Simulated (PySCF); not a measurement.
# C3H8BN: electronic excitations at several levels of theory

Aim: compute the electronic excitations of C3H8BN (`C=CBNC`) at several levels, and see how far they spread and what each costs.

Programs: PySCF 2.14.0, with density-fitted response routines of our own. Each step states its level of theory. These are calculated values for one molecule in the gas phase, unless marked as measured. Atoms count from 0, in the outputs and in this text.

## (1) The molecule as given

13 atoms, charge 0, multiplicity 1; geometry from: GFN2-xTB. The atoms were then displaced at random by about 0.01 Å, so the start is not that level's minimum.

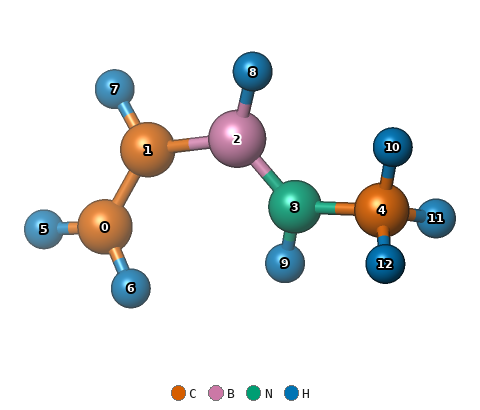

As it starts; carbon orange, boron pink, nitrogen teal, hydrogen blue, atoms numbered; sticks join atoms by distance.

## (2) Geometry optimisation at PBE0-D3(BJ)/def2-SVP

What the job is given:

```
{"job": {"xc": "PBE0", "basis": "def2-SVP", "d3": "d3bj", "grid": 1, "shake": 0.01, "kind": "geom"}, "charge": 0, "multiplicity": 1}
C      2.317190    -0.519760    -0.368550
C      1.633160     0.493160     0.213950
B      0.089360     0.793050     0.061970
N     -0.735980    -0.234480    -0.194060
C     -2.202410    -0.171850    -0.372010
H      3.356250    -0.641160    -0.260360
H      1.811380    -1.202360    -1.022680
H      2.239360     1.181550     0.824820
H     -0.314630     1.890240     0.206020
H     -0.424200    -1.184120    -0.268210
H     -2.531350     0.865750    -0.251620
H     -2.709610    -0.768670     0.397920
H     -2.522690    -0.518210    -1.360440
```

Run with:

```console
$ OMP_NUM_THREADS=1 python probes_run.py task.json out
```

The driver reads the jobs from task.json and runs them one after another.

The program printed:

```text
step   0  E = -198.35633780  max force = 0.066072
step   1  E = -198.36314558  max force = 0.008630
step   2  E = -198.36330622  max force = 0.003768
step   3  E = -198.36340473  max force = 0.002026
step   4  E = -198.36342864  max force = 0.000880
step   5  E = -198.36343974  max force = 0.000763
step   6  E = -198.36344140  max force = 0.000159
optimisation converged
```

It took 38 s on 1 thread of Arm Neoverse N1, shared host; peak memory 0.44 GiB.

Along the way:

| step | energy from step 0 (eV) | largest force component (eV/Å) |
| --- | --- | --- |
| 0 | 0.0000 | 3.3976 |
| 1 | -0.1852 | 0.4438 |
| 2 | -0.1896 | 0.1938 |
| 3 | -0.1923 | 0.1042 |
| 4 | -0.1930 | 0.0453 |
| 5 | -0.1933 | 0.0392 |
| 6 | -0.1933 | 0.0082 |

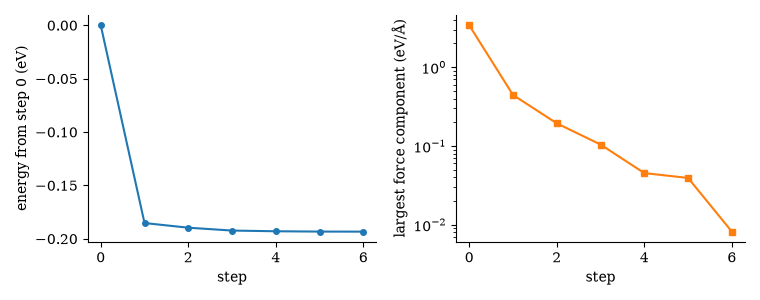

Energy and force, step by step.

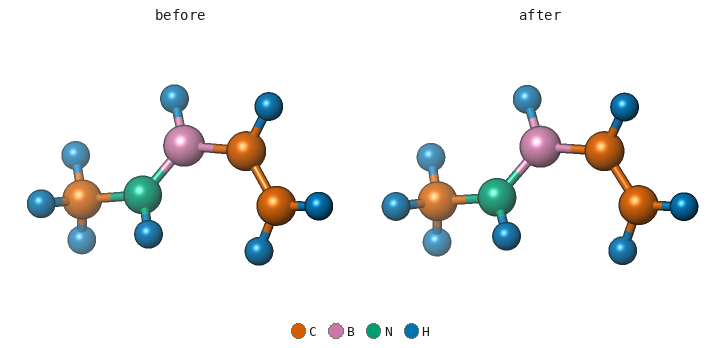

Before and after, at one scale.

Close pairs (by a distance rule), those that changed most:

| bond | before (Å) | after (Å) | change (Å) |
| --- | --- | --- | --- |
| B2–N3 | 1.343 | 1.393 | +0.051 |
| C0–H5 | 1.052 | 1.096 | +0.044 |
| N3–C4 | 1.479 | 1.440 | -0.039 |
| B2–H8 | 1.178 | 1.214 | +0.036 |
| C0–H6 | 1.072 | 1.097 | +0.025 |
| C1–B2 | 1.580 | 1.565 | -0.015 |
| C0–C1 | 1.354 | 1.341 | -0.013 |
| N3–H9 | 1.002 | 1.015 | +0.013 |

The final coordinates are the input of the step that follows.

| at the end point | value |
| --- | --- |
| point group (found at 0.08 Å tolerance) | C1 |
| rotational constants (GHz, main isotopes) | 16.609, 2.447, 2.194 |
| dipole moment (D) | 1.81 |

## (3) Excited states and response: PBE0/def2-TZVP

What the job is given:

```
{"job": {"kind": "uv", "xc": "PBE0", "basis": "def2-TZVP"}, "charge": 0, "multiplicity": 1}
C      2.317985    -0.359346    -0.544552
C      1.644596     0.519189     0.211934
B      0.098211     0.748418     0.130207
N     -0.769324    -0.309406    -0.133730
C     -2.199617    -0.248667    -0.285460
H      3.405814    -0.477554    -0.491500
H      1.806810    -0.993045    -1.280018
H      2.233961     1.149784     0.891165
H     -0.384965     1.851190     0.286956
H     -0.379010    -1.243039    -0.217185
H     -2.533778     0.791324    -0.171403
H     -2.722343    -0.858455     0.471595
H     -2.525004    -0.601389    -1.279417
```

Method: TDDFT PBE0/def2-TZVP, vertical, gas phase, core orbitals frozen in the response.

The program printed:

```text
coarse grid: 10368 points
cycle   1  E = -198.5377919927  dE =  3.136e-01  |g| = 3.979e-01  |ddm| = 2.458e+00
cycle   2  E = -198.5308175700  dE =  6.974e-03  |g| = 4.399e-01  |ddm| = 6.874e-01
cycle   3  E = -198.5801510179  dE = -4.933e-02  |g| = 7.827e-02  |ddm| = 4.042e-01
cycle   4  E = -198.5813413711  dE = -1.190e-03  |g| = 3.505e-02  |ddm| = 6.220e-02
cycle   5  E = -198.5816357742  dE = -2.944e-04  |g| = 6.754e-03  |ddm| = 2.315e-02
cycle   6  E = -198.5816465390  dE = -1.076e-05  |g| = 2.706e-03  |ddm| = 5.741e-03
cycle   7  E = -198.5816481256  dE = -1.587e-06  |g| = 6.590e-04  |ddm| = 1.779e-03
final grid: 98800 points
cycle   8  E = -198.5695630825  dE = -5.383e-05  |g| = 7.385e-03  |ddm| = 5.159e-02
cycle   9  E = -198.5695599918  dE =  3.091e-06  |g| = 8.189e-03  |ddm| = 1.075e-02
cycle  10  E = -198.5695760656  dE = -1.607e-05  |g| = 1.104e-03  |ddm| = 5.552e-03
cycle  11  E = -198.5695763154  dE = -2.498e-07  |g| = 3.284e-04  |ddm| = 7.576e-04
cycle  12  E = -198.5695763384  dE = -2.299e-08  |g| = 4.934e-05  |ddm| = 2.113e-04
cycle  13  E = -198.5695763389  dE = -5.801e-10  |g| = 1.518e-05  |ddm| = 5.360e-05
converged SCF energy = -198.5695763389

Static polarisability (au): isotropic 61.046, principal 43.448 61.517 78.174

Singlet excitations
state   eV       nm        f      main configurations
  1   5.8724    211.1   0.25032   H->L 0.94
  2   6.3012    196.8   0.00704   H-2->L 0.82, H-1->L 0.15
  3   6.7426    183.9   0.08261   H-1->L 0.68, H-2->L 0.13, H->L+2 0.08
  4   6.9909    177.4   0.00570   H->L+1 0.90
  5   7.5004    165.3   0.00233   H-3->L 0.88
  6   7.8255    158.4   0.06676   H->L+2 0.52, H->L+4 0.24, H-1->L+1 0.10
  7   7.9510    155.9   0.02975   H->L+3 0.78, H-1->L+1 0.15
  8   8.0949    153.2   0.03345   H->L+4 0.67, H-1->L+1 0.10, H->L+2 0.10
  9   8.1768    151.6   0.06965   H-1->L+1 0.56, H->L+3 0.16, H->L+2 0.15
 10   8.5057    145.8   0.02576   H-2->L+1 0.45, H-2->L+2 0.35, H-1->L+2 0.14

Triplet excitations (Tamm-Dancoff, eV): 3.8476 5.1450 5.7469 6.7524
```

Wall time 34 s (1 thread of Arm Neoverse N1, shared host); peak memory 0.78 GiB.

The orbitals next to the gap, with their largest atomic shares:

| orbital | eV | atoms |
| --- | --- | --- |
| HOMO−3 | -9.75 | B2 24 %, H8 18 %, C1 15 % |
| HOMO−2 | -8.71 | C1 28 %, B2 27 %, C0 13 % |
| HOMO−1 | -8.21 | N3 24 %, C1 22 %, B2 20 % |
| HOMO | -7.22 | N3 28 %, C0 28 %, C1 20 % |
| LUMO | -0.65 | C0 34 %, B2 30 %, C1 23 % |
| LUMO+1 | 1.11 | B2 23 %, H9 22 %, H12 11 % |
| LUMO+2 | 1.63 | B2 41 %, C1 19 %, C0 13 % |

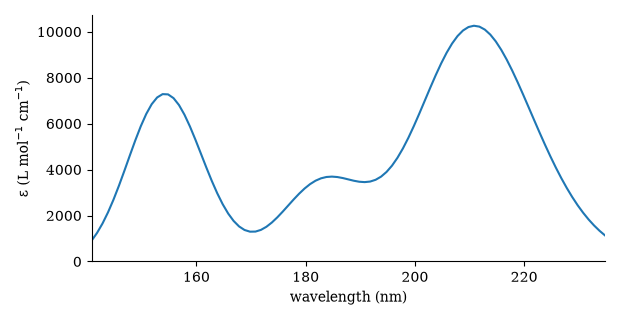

Absorption spectrum: each of the 10 states is a Gaussian band of 0.4 eV half-width at 1/e. Beyond the last state computed it falls off for lack of states.

Further results of this job:

| property | computed |
| --- | --- |
| dipole moment (D) | 1.66 |
| polarisability (Å³) | 9.05 |
| HOMO–LUMO gap (eV) | 6.58 |
| −ε(HOMO) (eV) | 7.22 |

## (4) TDDFT and polarisability: PBE0/aug-cc-pVDZ

The job, as its differences from that of step 3:

```diff
@@ -1,2 +1,2 @@
-{"job": {"kind": "uv", "xc": "PBE0", "basis": "def2-TZVP"}, "charge": 0, "multiplicity": 1}
+{"job": {"kind": "uv", "xc": "PBE0", "basis": "aug-cc-pVDZ"}, "charge": 0, "multiplicity": 1}
 C      2.317985    -0.359346    -0.544552
```

Method: TDDFT PBE0/aug-cc-pVDZ, vertical, gas phase, core orbitals frozen in the response.

The program printed:

```text
coarse grid: 10368 points
cycle   1  E = -198.4701998813  dE =  3.421e-01  |g| = 3.701e-01  |ddm| = 8.604e+00
cycle   2  E = -198.4634314127  dE =  6.768e-03  |g| = 4.128e-01  |ddm| = 1.952e+00
cycle   3  E = -198.5089662872  dE = -4.553e-02  |g| = 7.404e-02  |ddm| = 8.454e-01
cycle   4  E = -198.5101902587  dE = -1.224e-03  |g| = 2.636e-02  |ddm| = 1.576e-01
cycle   5  E = -198.5103645115  dE = -1.743e-04  |g| = 6.253e-03  |ddm| = 6.340e-02
cycle   6  E = -198.5103742233  dE = -9.712e-06  |g| = 2.460e-03  |ddm| = 1.396e-02
final grid: 98800 points
cycle   7  E = -198.5202310344  dE = -2.173e-05  |g| = 9.391e-03  |ddm| = 1.324e-01
cycle   8  E = -198.5202111054  dE =  1.993e-05  |g| = 1.324e-02  |ddm| = 4.184e-02
cycle   9  E = -198.5202524226  dE = -4.132e-05  |g| = 1.619e-03  |ddm| = 2.097e-02
cycle  10  E = -198.5202531178  dE = -6.953e-07  |g| = 1.995e-04  |ddm| = 3.463e-03
cycle  11  E = -198.5202531255  dE = -7.611e-09  |g| = 1.120e-04  |ddm| = 5.094e-04
cycle  12  E = -198.5202531283  dE = -2.890e-09  |g| = 2.863e-05  |ddm| = 2.217e-04
cycle  13  E = -198.5202531286  dE = -2.202e-10  |g| = 6.085e-06  |ddm| = 7.016e-05
converged SCF energy = -198.5202531286

Static polarisability (au): isotropic 64.599, principal 47.773 64.005 82.018

Singlet excitations
state   eV       nm        f      main configurations
  1   5.7668    215.0   0.23494   H->L 0.94
  2   6.1108    202.9   0.01457   H->L+1 0.92
  3   6.2661    197.9   0.00753   H-2->L 0.80, H-1->L 0.17
  4   6.6024    187.8   0.03518   H->L+2 0.38, H-1->L 0.30, H->L+3 0.10
  5   6.7105    184.8   0.03085   H->L+2 0.52, H-1->L 0.27
  6   6.7892    182.6   0.02369   H->L+3 0.83
  7   6.9654    178.0   0.03228   H->L+4 0.85
  8   7.1885    172.5   0.02995   H-1->L+1 0.75
  9   7.3547    168.6   0.00350   H->L+5 0.72, H-1->L+1 0.10
 10   7.4450    166.5   0.00450   H-3->L 0.75, H->L+7 0.11

Triplet excitations (Tamm-Dancoff, eV): 3.8410 5.1099 5.7298 6.0051
```

Run time: 32 s. Hardware: 1 thread of Arm Neoverse N1, shared host; peak memory 0.76 GiB.

Key values: HOMO -7.21 eV, LUMO -0.72 eV; lowest singlet 5.77 eV.

## (5) Excited states and response: PBE0/def2-TZVPD

The job, as its differences from that of step 4:

```diff
@@ -1,2 +1,2 @@
-{"job": {"kind": "uv", "xc": "PBE0", "basis": "aug-cc-pVDZ"}, "charge": 0, "multiplicity": 1}
+{"job": {"kind": "uv", "xc": "PBE0", "basis": "def2-TZVPD"}, "charge": 0, "multiplicity": 1}
 C      2.317985    -0.359346    -0.544552
```

With the program's defaults for keys left out, this is: TDDFT PBE0/def2-TZVPD, vertical, gas phase, core orbitals frozen in the response.

The program printed:

```text
coarse grid: 10368 points
cycle   1  E = -198.5388127613  dE =  3.130e-01  |g| = 3.970e-01  |ddm| = 2.799e+00
cycle   2  E = -198.5309169171  dE =  7.896e-03  |g| = 4.422e-01  |ddm| = 9.907e-01
cycle   3  E = -198.5810091682  dE = -5.009e-02  |g| = 7.789e-02  |ddm| = 4.810e-01
cycle   4  E = -198.5821757484  dE = -1.167e-03  |g| = 3.554e-02  |ddm| = 7.928e-02
cycle   5  E = -198.5824787531  dE = -3.030e-04  |g| = 6.725e-03  |ddm| = 3.146e-02
cycle   6  E = -198.5824894372  dE = -1.068e-05  |g| = 2.706e-03  |ddm| = 7.239e-03
cycle   7  E = -198.5824910262  dE = -1.589e-06  |g| = 6.709e-04  |ddm| = 2.212e-03
final grid: 98800 points
cycle   8  E = -198.5704195351  dE = -5.744e-05  |g| = 7.386e-03  |ddm| = 1.853e-01
cycle   9  E = -198.5704163729  dE =  3.162e-06  |g| = 8.201e-03  |ddm| = 1.565e-02
cycle  10  E = -198.5704325474  dE = -1.617e-05  |g| = 1.098e-03  |ddm| = 7.124e-03
cycle  11  E = -198.5704327922  dE = -2.447e-07  |g| = 3.394e-04  |ddm| = 1.001e-03
cycle  12  E = -198.5704328168  dE = -2.460e-08  |g| = 5.044e-05  |ddm| = 3.237e-04
cycle  13  E = -198.5704328174  dE = -6.019e-10  |g| = 1.661e-05  |ddm| = 8.117e-05
converged SCF energy = -198.5704328174

Static polarisability (au): isotropic 64.285, principal 47.384 63.740 81.731

Singlet excitations
state   eV       nm        f      main configurations
  1   5.8033    213.6   0.24085   H->L 0.94
  2   6.2653    197.9   0.00694   H-2->L 0.82, H-1->L 0.15
  3   6.3601    194.9   0.00988   H->L+1 0.93
  4   6.6873    185.4   0.07600   H-1->L 0.66, H-2->L 0.13
  5   7.0352    176.2   0.01949   H->L+2 0.78, H-1->L+1 0.12
  6   7.1599    173.2   0.01285   H->L+3 0.89
  7   7.4495    166.4   0.00571   H-3->L 0.77, H->L+4 0.14
  8   7.4683    166.0   0.02664   H-1->L+1 0.69, H->L+2 0.10
  9   7.6951    161.1   0.08083   H->L+4 0.63
 10   7.7808    159.3   0.02078   H->L+5 0.73, H-1->L+2 0.15

Triplet excitations (Tamm-Dancoff, eV): 3.8398 5.1285 5.7173 6.2337
```

It took 49 s on 1 thread of Arm Neoverse N1, shared host; peak memory 0.93 GiB.

In short: HOMO -7.24 eV, LUMO -0.71 eV; lowest singlet 5.80 eV.

## (6) Ultraviolet spectrum: PBE0/6-31+G*

The job, as its differences from that of step 5:

```diff
@@ -1,2 +1,2 @@
-{"job": {"kind": "uv", "xc": "PBE0", "basis": "def2-TZVPD"}, "charge": 0, "multiplicity": 1}
+{"job": {"kind": "uv", "xc": "PBE0", "basis": "6-31+G*"}, "charge": 0, "multiplicity": 1}
 C      2.317985    -0.359346    -0.544552
```

Level: TDDFT PBE0/6-31+G*, vertical, gas phase, core orbitals frozen in the response.

The program printed:

```text
coarse grid: 10368 points
cycle   1  E = -198.4983850667  dE =  3.342e-01  |g| = 3.778e-01  |ddm| = 3.093e+00
cycle   2  E = -198.4934873496  dE =  4.898e-03  |g| = 4.105e-01  |ddm| = 1.048e+00
cycle   3  E = -198.5387679246  dE = -4.528e-02  |g| = 7.513e-02  |ddm| = 6.252e-01
cycle   4  E = -198.5400406760  dE = -1.273e-03  |g| = 2.511e-02  |ddm| = 8.175e-02
cycle   5  E = -198.5401984145  dE = -1.577e-04  |g| = 6.446e-03  |ddm| = 2.909e-02
cycle   6  E = -198.5402088901  dE = -1.048e-05  |g| = 2.324e-03  |ddm| = 9.186e-03
cycle   7  E = -198.5402101250  dE = -1.235e-06  |g| = 5.577e-04  |ddm| = 2.329e-03
final grid: 98800 points
cycle   8  E = -198.4989555363  dE = -2.191e-05  |g| = 7.435e-03  |ddm| = 3.631e-02
cycle   9  E = -198.4989519662  dE =  3.570e-06  |g| = 8.562e-03  |ddm| = 1.603e-02
cycle  10  E = -198.4989706441  dE = -1.868e-05  |g| = 1.107e-03  |ddm| = 8.654e-03
cycle  11  E = -198.4989709336  dE = -2.895e-07  |g| = 1.804e-04  |ddm| = 1.032e-03
cycle  12  E = -198.4989709406  dE = -6.976e-09  |g| = 3.849e-05  |ddm| = 1.987e-04
cycle  13  E = -198.4989709410  dE = -3.828e-10  |g| = 1.117e-05  |ddm| = 6.641e-05
converged SCF energy = -198.4989709410

Static polarisability (au): isotropic 59.107, principal 42.201 59.862 75.259

Singlet excitations
state   eV       nm        f      main configurations
  1   5.8284    212.7   0.24647   H->L 0.94
  2   6.2569    198.2   0.01273   H->L+1 0.94
  3   6.3541    195.1   0.00930   H-2->L 0.80, H-1->L 0.17
  4   6.6996    185.1   0.05863   H-1->L 0.52, H->L+2 0.14, H-2->L 0.13
  5   6.8753    180.3   0.03149   H->L+2 0.74, H-1->L 0.12
  6   7.0600    175.6   0.01776   H->L+3 0.88
  7   7.2262    171.6   0.04859   H->L+4 0.75
  8   7.3502    168.7   0.04124   H-1->L+1 0.75
  9   7.5832    163.5   0.00844   H-3->L 0.88
 10   7.6751    161.5   0.01069   H->L+5 0.79, H-1->L+2 0.09

Triplet excitations (Tamm-Dancoff, eV): 3.8444 5.1509 5.8258 6.1342
```

Run time: 15 s. Hardware: 1 thread of Arm Neoverse N1, shared host; peak memory 0.57 GiB.

This run: HOMO -7.18 eV, LUMO -0.64 eV; lowest singlet 5.83 eV.

## (7) Comparing the runs: electronic excitations

Excitations and ground-state properties, with basis size and wall time:

| run | lowest singlet (eV) | brightest (eV) | f | gap (eV) | α (Å³) | μ (D) | functions | time |
| --- | --- | --- | --- | --- | --- | --- | --- | --- |
| PBE0/def2-TZVP | 5.87 | 5.87 | 0.250 | 6.58 | 9.05 | 1.66 | 203 | 34 s |
| PBE0/aug-cc-pVDZ | 5.77 | 5.77 | 0.235 | 6.49 | 9.57 | 1.65 | 187 | 32 s |
| PBE0/def2-TZVPD | 5.80 | 5.80 | 0.241 | 6.53 | 9.53 | 1.64 | 257 | 49 s |
| PBE0/6-31+G* | 5.83 | 5.83 | 0.246 | 6.54 | 8.76 | 1.72 | 106 | 15 s |

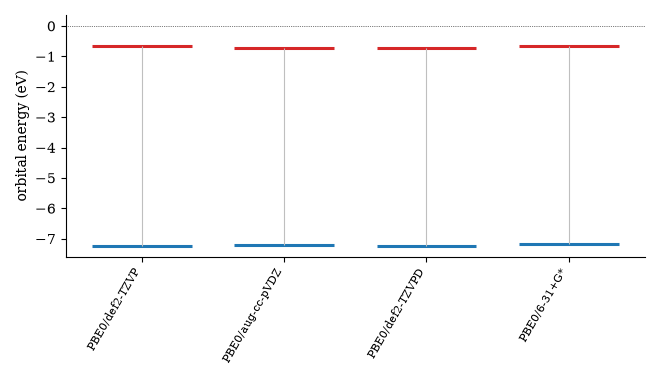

HOMO (blue) and LUMO (red) run by run.

## (8) Summary of results

| quantity | value |
| --- | --- |
| point group | C1 |
| rotational constants (main isotopes) | 16.61, 2.45, 2.19 GHz |
| lowest singlet (PBE0/def2-TZVP) | 5.87 eV (211 nm), f = 0.250 |
| lowest triplet | 3.85 eV |
| range of the lowest singlet | 5.77 to 5.87 eV |

**Reading.** Single values in the summary come from the first sound run of each kind (PBE0/def2-TZVP), which need not be the best level. The start of the PBE0/def2-SVP relaxation was shaken at random by about 0.01 Å, so part of the energy gained, and of the first lengths quoted, undoes that. Over 6 steps the energy fell by 0.193 eV; of the close pairs, B2–N3 changed most, 1.343 to 1.393 Å. No frequency check was run at this level, so the end point may be a saddle. The lowest singlet, at 5.87 eV, is HOMO→LUMO 0.94 and is bright. The lowest triplet lies 2.02 eV below the lowest singlet (triplets in Tamm-Dancoff, singlets in full TDDFT). The lowest singlet runs from 5.77 eV (PBE0/aug-cc-pVDZ) to 5.87 eV (PBE0/def2-TZVP), while the orbital gap spans 6.49 to 6.58 eV. The lowest state need not be the same one in every run.
